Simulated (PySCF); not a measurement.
## Electronic structure of DyCl (sextet) in real space

| atom | x (Å) | y (Å) | z (Å) |
| --- | --- | --- | --- |
| Dy | 0.0000 | 0.0000 | -0.4353 |
| Cl | 0.0000 | 0.0000 | 2.0407 |

These are results of PySCF, PBE0/x2c-SVPall, spin-free X2C-1e, Gaussian nucleus, at a bond length of 2.476 Å, not measurements.

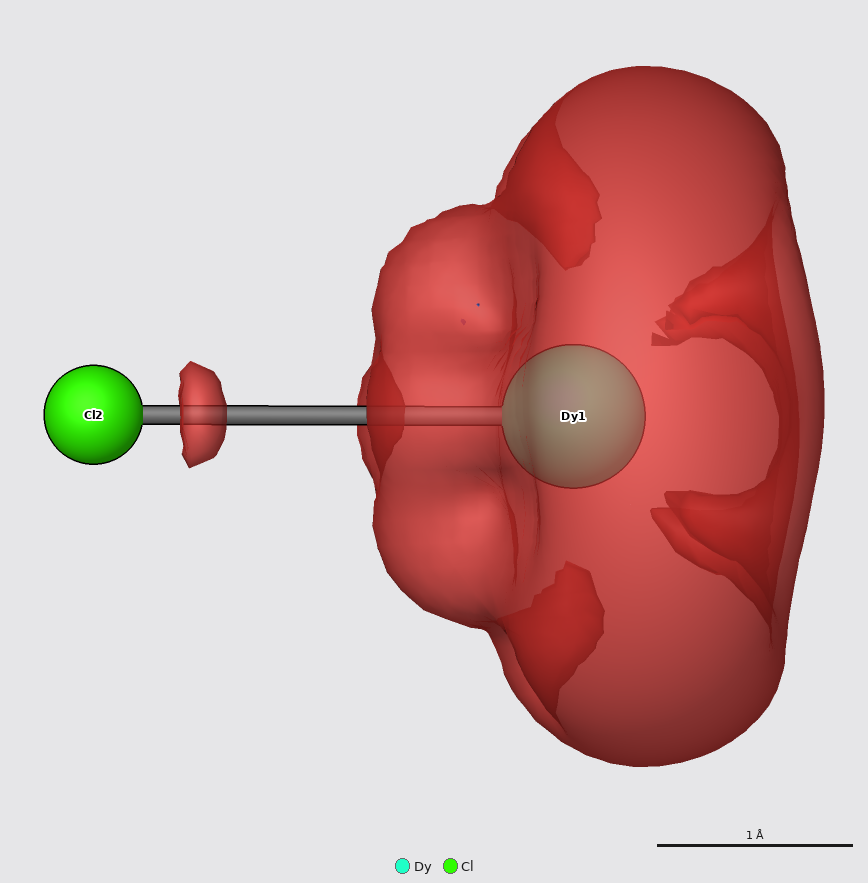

Figure 1. Isosurfaces of the spin density (α minus β) at +0.015 (red) and −0.015 e/Å³ (blue), seen from one side.

### Which atoms carry the spin?

The unpaired spin (5 electrons) lies mostly on Dy1 (about 5.0), in electrons by Hirshfeld's partition.

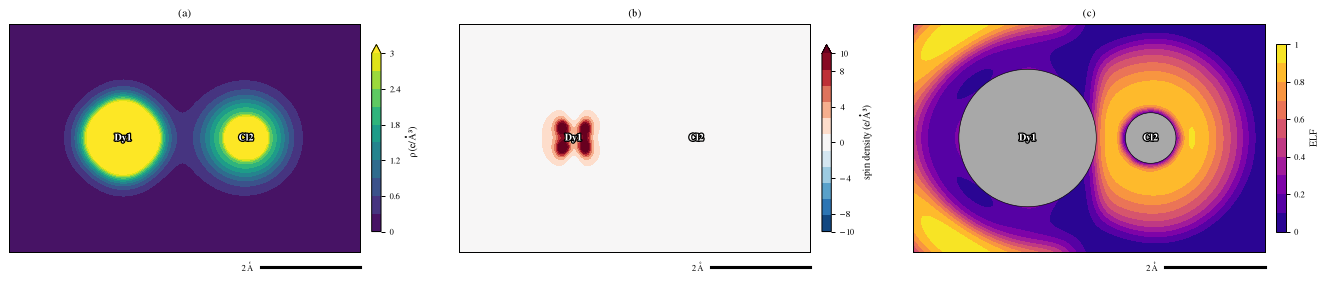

Figure 2. (a) electron density; (b) spin density; (c) electron localisation function on a plane that holds the molecular axis. Grey discs cover the atomic cores in the ELF map.

### Read the bonding off the picture.

Atoms in the plane: Dy and Cl. Dy–Cl (2.48 Å): ρ is about 0.47 e/Å³ halfway; the ELF peaks at about 0.85 in the valence shell of Cl, 0.8 Å from its nucleus, and is about 0.25 at the midpoint.

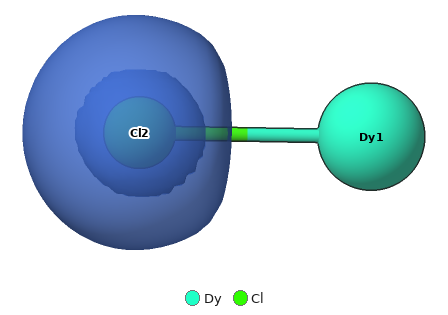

Figure 3. Isosurface of the ELF at 0.75 (blue), seen from one side. Only the valence region is drawn (cores and ρ < 0.01 e/Å³ removed).

### Describe the localisation domains.

The ELF exceeds this value in one region wrapped around Cl (its valence shell). Profiles from the grid: Dy–Cl (2.48 Å): the ELF peaks at about 0.85 in the valence shell of Cl, 0.8 Å from its nucleus, and is about 0.25 at the midpoint.

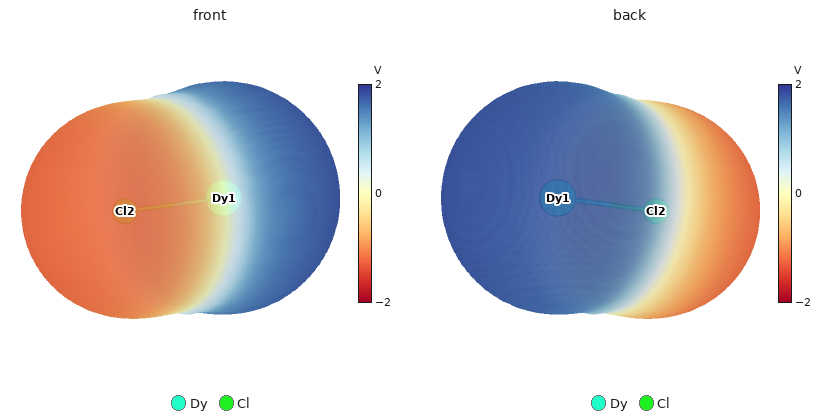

Figure 4. The electrostatic potential painted on the density surface at 0.001 e/bohr³, seen from the front and from behind; the colour scale runs from red (negative) to blue (positive).

### Where is the surface potential most negative and most positive?

The most negative region (about −1.2 V) lies over Cl2, the most positive (about +1.8 V) over Dy1.
